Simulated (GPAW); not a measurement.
# A GW chain in GPAW: KMgH3 (Pm-3m), part 2 of 2

How does a plane-wave GW calculation on KMgH3 (Pm-3m) run from the first input to the gap?

GPAW 26.7.0; LDA and many-body steps on it, plane waves. Known limits of the many-body steps: not at the basis limit; coarse k mesh.

So far. Step 3 (Bands along the symmetry lines): The gap is 2.058 eV, as in the run before at this level. Step 4 (Empty states on the mesh, 4×4×4 mesh, 428 bands): On this mesh the gap is 2.058 eV.

## 5. Screening and self-energy, 4×4×4 mesh, 194 bands, screening to 120 eV

G0W0 replaces the xc potential by the self-energy, built once from these orbitals. Only a window of levels is corrected, while the sums run over the empty bands that the input names.

This step: G0W0 on LDA, plane waves, PAW.

run.py reads:

```python
import json
import numpy as np
from gpaw.mpi import world
from gpaw.response.g0w0 import G0W0

gw = G0W0('full.gpw',
    filename='gw',
    kpts=[0, 4, 9],
    bands=(9, 13),
    ecut=120,
    nbands=194,
    integrate_gamma='WS',
    ppa=True)
gw.calculate()
res = {mode: {k: v for k, v in r.items() if k != 'sigma_eskwn'}
       for mode, r in gw.all_results.items()}

if world.rank == 0:
    with open('result.json', 'w') as f:
        json.dump(res, f, default=lambda x: x.tolist())
```

Started as:

```sh
mpirun -n 4 gpaw python run.py
```

Numbers of over 12 decimals in the logs are rounded to 6 here.

Log:

```text
Using integrator: PointIntegrator
FrequencyGridDescriptor(from 0.000+0.000j to 0.000+27.211j eV, 2 points)
Nonperiodic BCs:  [False False False]
Using integrator: PointIntegrator
FrequencyGridDescriptor(from 0.000+0.000j to 0.000+27.211j eV, 2 points)
Nonperiodic BCs:  [False False False]
  ___  _ _ _
 |   || | | |
 | | || | | |
 |__ ||_____|
 |___|

BZ k-points: Symmetries present (total): 48

  [... matrices ...]
64 k-points: 4 x 4 x 4 Monkhorst-Pack grid + [1/8,1/8,1/8]
10 k-points in the irreducible part of the Brillouin zone
       k-points in crystal coordinates                weights
   0:     0.00000000    0.00000000    0.00000000          1/64
   1:     0.25000000    0.00000000    0.00000000          6/64
   2:     0.25000000    0.25000000    0.00000000         12/64
   3:     0.25000000    0.25000000    0.25000000          8/64
   4:     0.50000000    0.00000000    0.00000000          3/64
   5:     0.50000000    0.25000000    0.00000000         12/64
   6:     0.50000000    0.25000000    0.25000000         12/64
   7:     0.50000000    0.50000000    0.00000000          3/64
   8:     0.50000000    0.50000000    0.25000000          6/64
   9:     0.50000000    0.50000000    0.50000000          1/64

Distributing spins, k-points and bands (1 x 3 x 4) over 4 processes
Number of blocks: 1

Quasi particle states:
k-points (IBZ indices): [0, 4, 9]
Band range: (9, 13)
  [... matrices ...]
Computational parameters:
Plane wave cut-off: 120 eV
Number of bands: 194
Coulomb cutoff: None
Broadening: 0.1 eV

fxc modes: GW
Kernel: RPA
Using Godby-Needs plasmon-pole approximation:
  Fitting energy: i*E0, E0 = 1.000 Hartree
Summing all q:

Calculating screened Coulomb potential
No Coulomb truncation
FrequencyGridDescriptor(from 0.000+0.000j to 0.000+27.211j eV, 2 points)
Removing empty qpoint cache files...

Calculating chi0 body with:
    Ground state adapter containing:
    Number of spins: 1
    Number of kpoints: 64
    Number of irreducible kpoints: 10
    Number of completely occupied states: 11
    Number of partially occupied states: 11
    Occupied states memory: 2.3203125 M / cpu

    Linear response parametrization:
    q_c: [0.0, 0.0, 0.0]
    Number of frequency points: 2
    Planewave cutoff: 120.0
    Number of bands: 194
    Number of planewaves: 179
    Broadening (eta): 1e-06
    comm.size: 4
    kncomm.size: 4
    blockcomm.size: 1

    Memory estimate of potentially large arrays:
        chi0_wGG: 0.977814 M / cpu
Integrating chi0 body.

Symmetries of q_c:
    Direct symmetries (Uq -> q): 48
    Indirect symmetries (TUq -> q): 0
In total 48 allowed symmetries.

  [... matrices ...]
10 groups of equivalent kpoints. 84.375% reduction.

Integral kind: response function
Integrating chi0 head and wings.

Symmetries of q_c:
    Direct symmetries (Uq -> q): 48
    Indirect symmetries (TUq -> q): 0
In total 48 allowed symmetries.

  [... matrices ...]
10 groups of equivalent kpoints. 84.375% reduction.

Integral kind: response function wings

Calculating chi0 body with:
    Ground state adapter containing:
    Number of spins: 1
    Number of kpoints: 64
    Number of irreducible kpoints: 10
    Number of completely occupied states: 11
    Number of partially occupied states: 11
    Occupied states memory: 2.3203125 M / cpu

    Linear response parametrization:
[... the further q-points ...]

Results:
f:      Occupation numbers
eps:     KS-eigenvalues [eV]
vxc:     KS vxc [eV]
exx:     Exact exchange [eV]
sigma:   Self-energies [eV]
dsigma:  Self-energy derivatives
Z:       Renormalization factors
qp:      QP-energies [eV]

k-point 0 (0): (0.000, 0.000, 0.000)                GW
band       f     eps     vxc     exx   sigma  dsigma       Z      qp
                                                                   GW
   9   1.000   0.857 -10.689 -13.952   1.462  -0.262   0.793  -0.571
  10   1.000   0.857 -10.689 -13.952   1.462  -0.262   0.793  -0.571
  11   0.000   6.834  -9.807  -4.917  -3.776  -0.220   0.820   7.748
  12   0.000   6.834  -9.807  -4.917  -3.776  -0.220   0.820   7.748

k-point 1 (4): (0.500, 0.000, 0.000)                GW
band       f     eps     vxc     exx   sigma  dsigma       Z      qp
                                                                   GW
   9   1.000  -1.527 -10.283 -14.321   2.121  -0.285   0.778  -3.019
  10   1.000   1.349 -11.032 -14.256   1.363  -0.261   0.793  -0.126
  11   0.000   6.405  -9.996  -4.785  -3.761  -0.214   0.823   7.599
  12   0.000   6.405  -9.996  -4.785  -3.761  -0.214   0.823   7.599

k-point 2 (9): (0.500, 0.500, 0.500)                GW
band       f     eps     vxc     exx   sigma  dsigma       Z      qp
                                                                   GW
   9   1.000  -0.811 -10.632 -14.545   1.968  -0.281   0.781  -2.329
  10   1.000  -0.811 -10.632 -14.545   1.968  -0.281   0.781  -2.329
  11   0.000   3.407 -10.169  -5.895  -3.261  -0.210   0.826   4.244
  12   0.000   6.692  -9.279  -4.456  -3.766  -0.215   0.823   7.563
```

Run time: 92 s. Hardware: 4 MPI ranks of Arm Neoverse V1, shared host; peak memory 1.3 GiB; 6.1 min of CPU time.

This step gave:

| Property | Result |
| --- | --- |
| G0W0 gap on the points computed | 4.370 eV |
| least direct G0W0 gap on the computed points | 6.573 eV |
| Z at the valence top | 0.7928 |
| Z at the conduction bottom | 0.8264 |
| starting gap on the mesh | 2.058 eV |
| k of the valence top | 0.5, 0, 0 |
| k of the conduction bottom | 0.5, 0.5, 0.5 |

The gap on the mesh goes from 2.06 eV to 4.37 eV, a correction of +2.31 eV.

Limits: finite bands, cutoff and mesh; coarse k mesh. v1 is the top filled band, c1 the lowest empty one. The levels before and after the correction (eV, zero at the valence-band top of each column):

|  | conduction bottom | valence top |
| --- | --- | --- |
| Kohn-Sham | 2.06 | 0.00 |
| G0W0 | 4.37 | 0.00 |

|  | level | energy (eV) |
| --- | --- | --- |
| Kohn-Sham | (0.5 0 0) v2 | -2.876 |
| Kohn-Sham | (0.5 0 0) v1 | 0.000 |
| Kohn-Sham | (0.5 0 0) c1-c2 | 5.057 |
| Kohn-Sham | (0.5 0.5 0.5) v2-v1 | -2.159 |
| Kohn-Sham | (0.5 0.5 0.5) c1 | 2.058 |
| Kohn-Sham | (0.5 0.5 0.5) c2 | 5.343 |
| G0W0 | (0.5 0 0) v2 | -2.893 |
| G0W0 | (0.5 0 0) v1 | 0.000 |
| G0W0 | (0.5 0 0) c1-c2 | 7.725 |
| G0W0 | (0.5 0.5 0.5) v2-v1 | -2.203 |
| G0W0 | (0.5 0.5 0.5) c1 | 4.370 |
| G0W0 | (0.5 0.5 0.5) c2 | 7.689 |

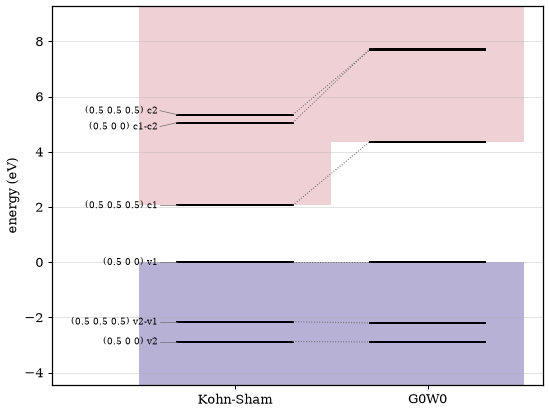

Levels before and after the correction. Shaded: valence and conduction bands.

## 6. Where the time went

Times are wall times on 4 MPI ranks of Arm Neoverse V1, shared host, good to a factor of about two.

| step | time | share | memory (GiB) |
| --- | --- | --- | --- |
| ground state | 7.5 s | 5 % | 0.66 |
| bands along the symmetry lines | 12 s | 8 % | 0.74 |
| empty states on the mesh | 38 s | 25 % | 2.2 |
| screening and self-energy | 92 s | 62 % | 1.3 |

## 7. Summary of results

```yaml
lda_gap: 2.06 eV, indirect
g0w0_gap_on_the_mesh: 4.37 eV
gw_settings: 4×4×4 mesh, 194 bands, screening to 120 eV, Godby-Needs plasmon pole
known_limits: not at the basis limit; coarse k mesh
```

**Reading.** G0W0 moves the gap on the mesh from 2.06 eV to 4.37 eV (+2.31 eV), with Z of 0.79 and 0.83 at the edges. Only 3 of the mesh's irreducible points were corrected, so a valley elsewhere could overtake. The dearest step here is «screening and self-energy». Bands and cutoff are finite, so the gap is not at the basis limit. The miss can reach some tenths of an eV and take either sign; the mesh is an error of its own. These stock PAW sets were not made for GW. In the G0W0 run levels were corrected at 3 k points alone, so a gap called «on the mesh» is the least over those, and an edge elsewhere would be missed. The 4×4×4 mesh is coarse for this cell, which bears on the long-range parts of exchange and screening. This is the ideal cubic cell; many perovskites, halides above all, are cubic only on average, and local tilts or off-centring can widen the gap.

[Paths, hosts, dates, memory and timing lines, banners, echoed tables and standing remarks are left out of the program output.]

[Logs are printed without paths, hosts, clocks, repeated set-up lines and the standing remarks that a program may print on its own settings, such as how far it seeks lower states.]

[Runs of the session that timed out or met a known fault of the program may be left out.]

[Hosts, paths, dates, database ids (printed as entryN), source tags and the programs' standing remarks are cut or masked in the printed files.]
